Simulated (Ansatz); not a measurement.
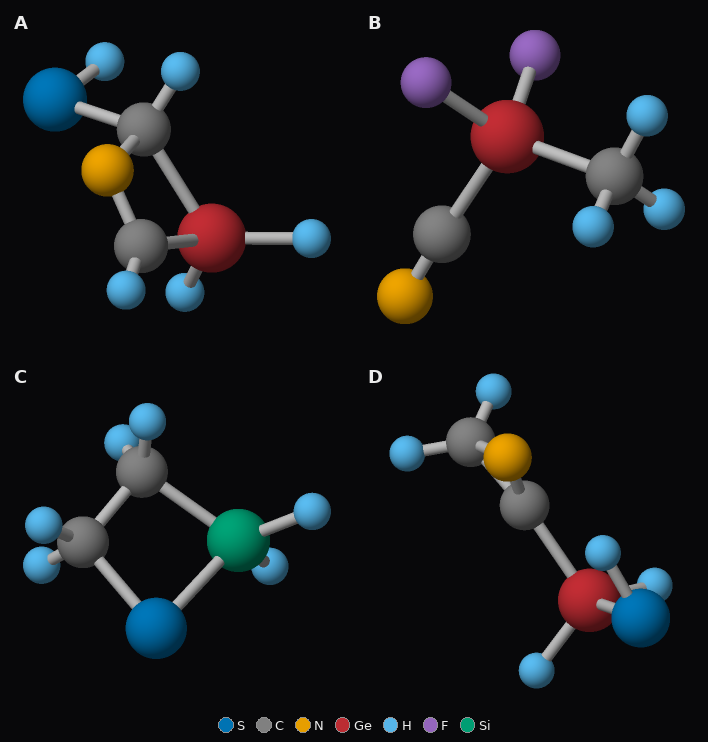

Figure made from data computed with Ansatz.

Match each picture to its SMILES.
(1) [SH][GeH2][C]1=NC1
(2) S[C@H]1N=[CH][GeH2]1
(3) [CH3][Ge]([F])([F])[C]#N
(4) C1CS[SiH2]1

Answer. A is (2), B is (3), C is (4), D is (1).
